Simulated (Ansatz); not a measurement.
# CdAu (Pm-3m): Grüneisen parameters, part 2 of 2

Aim: how the phonons of CdAu (Pm-3m) shift with volume, and the thermal expansion that follows.

Ansatz 0.2.0; DFT PBEsol, scalar-relativistic, plane waves, PAW; PAW set soft_1.

So far, highest frequency on the path or at a solved wavevector (cm⁻¹): step 2 (response at finite wavevector) 151; step 4 (phonons at the other volume, volume ratio 0.97) 163.

## Step 5: Relaxing at another volume, volume ratio 1.03

The volume is scaled by 1.03 and held; symmetry leaves nothing to relax, so this is a single point. The modes can then be followed against volume.

File input.yaml:

```yaml
crystal:
  lattice:
    - [3.3503389785, 0.0, 0.0]
    - [0.0, 3.3503389785, 0.0]
    - [0.0, 0.0, 3.3503389785]
  atoms:
    - { symbol: Cd, position: [0.5, 0.5, 0.5] }
    - { symbol: Au, position: [0.0, 0.0, 0.0] }
kpoints:
  mp_grid: { grid: [12, 12, 12] }
hamiltonian:
  xc: pbesol
  pseudopotentials: { kind: paw, azcp: { folder: soft_1 }, xc_functional: pbe }
scf:
  occupations: { method: methfessel_paxton, width: 0.2 }
output:
  forces: true
  stress: true
  eigenvalues: true
```

The run is started by

```bash
ansatz run input.yaml --threads 4 --pin off --max-ram 10240MiB --backend cpu --events-out ev --progress --plain --runs-dir out
```

Numbers of over 12 decimals in the logs are rounded to 6 here.

Output:

```text
[...]
Crystal: 2 atoms, lattice volume = 37.607 Å³
Basis set: ecut = 420 eV, 739 PW (Γ), exchange–correlation on 48×48×48 points (8 copies of the dense FFT grid, shifted against one another)
Bands: 24, of which v1, the nominal top of the filled ones, is band 20 counted from 1 (19 counted from 0)
Symmetry: 48 space group operations
[...]
k-points: 84 of 1728
[...]
--- Band table (eV; the first three rows and the last of 84) ---
  k-point 0: bands = [... 16 lower, 14.0454, 14.0454, 14.0454, 22.3579, 22.3579, 22.3579, 25.5595, 29.3190]
  k-point 1: bands = [... 16 lower, 13.9705, 13.9705, 14.0313, 21.4349, 22.5757, 22.5757, 26.1665, 29.2770]
  k-point 2: bands = [... 16 lower, 13.7770, 13.7770, 13.9924, 19.7621, 23.1964, 23.1964, 26.8157, 29.1573]
  k-point 83: bands = [... 16 lower, 14.4756, 14.4756, 19.4477, 19.7692, 21.5172, 21.5172, 21.5172, 22.8813]
[key lines of the parts left out:]
SCF converged after 9 iterations
Free energy (F): -21193.329691 eV
Fermi energy:    17.681233 eV
P = ⅓ Tr σ = -3.1709 GPa (-31.709 kbar)
```

Elapsed: 1 s, on 4 threads of Arm Neoverse V2, shared host; peak memory 0.36 GiB; 3.3 s of CPU time.

This step gave:

```yaml
pressure: -3.171 GPa
volume_per_atom: 18.80 Å³
```

The run ends at a pressure of -3.17 GPa.

## Step 6: Phonons at the other volume, volume ratio 1.03

The phonons are repeated at this volume on the same k and q meshes.

input.yaml, as its differences from that of step 5:

```diff
@@ -16,4 +16,11 @@
 output:
-  forces: true
-  stress: true
   eigenvalues: true
+phonons:
+  method: dfpt
+  qmesh: [4, 4, 4]
+  temperatures: { t_max: 1000, t_step: 50 }
+  qpath:
+    path:
+      - [[0.0, 0.0, 0.0], [0.0, 0.5, 0.0], [0.5, 0.5, 0.0], [0.0, 0.0, 0.0], [0.5, 0.5, 0.5], [0.0, 0.5, 0.0]]
+      - [[0.5, 0.5, 0.5], [0.5, 0.5, 0.0]]
+    npoints: 10
```

Output:

```text
[...]
Crystal: 2 atoms, lattice volume = 37.607 Å³
Basis set: ecut = 420 eV, 739 PW (Γ), exchange–correlation on 48×48×48 points (8 copies of the dense FFT grid, shifted against one another)
Bands: 24, of which v1, the nominal top of the filled ones, is band 20 counted from 1 (19 counted from 0)
Symmetry: 48 space group operations
k-points: 84 of 1728
[...]
k-point 83: bands = [... 16 lower, 14.4756, 14.4756, 19.4477, 19.7692, 21.5172, 21.5172, 21.5172, 22.8813]
[...]
ASR residual: 1.492e-4 → 0.000e0 eV/Å²; symmetrization residual: 1.456e-5 eV/Å²
  ASR residual per site (eV/Å²): 4.88e-6 1.49e-4
  Γ frequencies (cm⁻¹): 0.00 0.00 0.00 111.77 111.77 111.77
--- Phonons (arbitrary-q DFPT): 10 irreducible q on the 4×4×4 mesh ---
[...]
interpolated dispersion: 62 rows × 6 modes
[...]
[key lines of the parts left out:]
SCF converged after 11 iterations
Free energy (F): -21193.329691 eV
Fermi energy:    17.681249 eV
```

Wall time 4.6 min (4 threads); peak memory 2.1 GiB.

This step gave:

| Property | Result |
| --- | --- |
| sum-rule residual before enforcement | 1.49e-4 eV/Å² |
| lowest frequency on the path | -25.20 cm⁻¹ |
| highest frequency on the path or at a solved wavevector | 139.1 cm⁻¹ |
| highest optical mode at the zone centre (no LO-TO term) | 111.8 cm⁻¹ |
| lowest optical zone-centre mode | 111.8 cm⁻¹ |
| lowest mode on the q mesh (acoustic modes at Γ apart) | -25.2 cm⁻¹ |

The highest optical mode at the zone centre (no LO-TO term) is 111.8 cm⁻¹, -10.9 cm⁻¹ against the base run.

## Step 7: Grüneisen parameters

The Grüneisen parameter of a mode is minus the logarithmic change of its frequency with volume, −d ln ω / d ln V; weighted by heat capacity it gives the expansion.

This step gave:

```
bulk modulus : 117.6 GPa
```

The phonon branches at the labelled points (cm⁻¹):

| point | branch 1 | branch 2 | branch 3 | branch 4 | branch 5 | branch 6 |
| --- | --- | --- | --- | --- | --- | --- |
| Γ | 0 | 0 | 0 | 123 | 123 | 123 |
| X | 65 | 65 | 85 | 97 | 97 | 133 |
| M | -25 | -25 | 70 | 99 | 151 | 151 |
| Γ | 0 | 0 | 0 | 123 | 123 | 123 |
| R | 74 | 74 | 74 | 122 | 122 | 122 |
| X | 65 | 65 | 85 | 97 | 97 | 133 |
| jump to R | 74 | 74 | 74 | 122 | 122 | 122 |
| M | -25 | -25 | 70 | 99 | 151 | 151 |

The same for volume x 0.97:

| point | branch 1 | branch 2 | branch 3 | branch 4 | branch 5 | branch 6 |
| --- | --- | --- | --- | --- | --- | --- |
| Γ | 0 | 0 | 0 | 134 | 134 | 134 |
| X | 72 | 72 | 93 | 106 | 106 | 143 |
| M | -26 | -26 | 77 | 108 | 163 | 163 |
| Γ | 0 | 0 | 0 | 134 | 134 | 134 |
| R | 83 | 83 | 83 | 132 | 132 | 132 |
| X | 72 | 72 | 93 | 106 | 106 | 143 |
| R | 83 | 83 | 83 | 132 | 132 | 132 |
| M | -26 | -26 | 77 | 108 | 163 | 163 |

The same for volume x 1.03:

| point | branch 1 | branch 2 | branch 3 | branch 4 | branch 5 | branch 6 |
| --- | --- | --- | --- | --- | --- | --- |
| Γ | 0 | 0 | 0 | 112 | 112 | 112 |
| X | 58 | 58 | 77 | 89 | 89 | 124 |
| M | -25 | -25 | 63 | 91 | 139 | 139 |
| Γ | 0 | 0 | 0 | 112 | 112 | 112 |
| R | 66 | 66 | 66 | 113 | 113 | 113 |
| X | 58 | 58 | 77 | 89 | 89 | 124 |
| R | 66 | 66 | 66 | 113 | 113 | 113 |
| M | -25 | -25 | 63 | 91 | 139 | 139 |

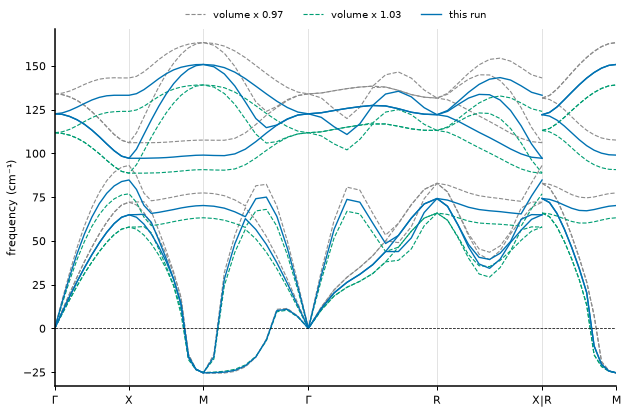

Phonon branches along the path; dashed: volume x 0.97 and volume x 1.03.

## Step 8: Summary of results

| Quantity | Value |
| --- | --- |
| bulk modulus | 118 GPa |

No expansion is given, because modes are imaginary at one volume or more. The highest optical mode at Γ goes from 134 to 112 cm⁻¹ as the cell grows, a Grüneisen parameter of 3.02. Branches are matched by rank, so values near crossings are rough. With no gap, or one that is small against the smearing, the frequencies hang on the k mesh and the smearing, most of all near Kohn anomalies. The phonon runs are without spin polarisation, although the cell has an odd electron count. Spin-orbit coupling is left out, which can matter for the heavy elements here. The PAW files were made for PBE and serve the other functionals too. A phonon run warned that its eigensolver left some bands unconverged in a pass.

[Logs are printed without paths, hosts, clocks, repeated set-up lines and the standing remarks that a program may print on its own settings, such as how far it seeks lower states.]

[Hosts, paths, dates, database ids (printed as entryN), source tags and the programs' standing remarks are cut or masked in the printed files.]
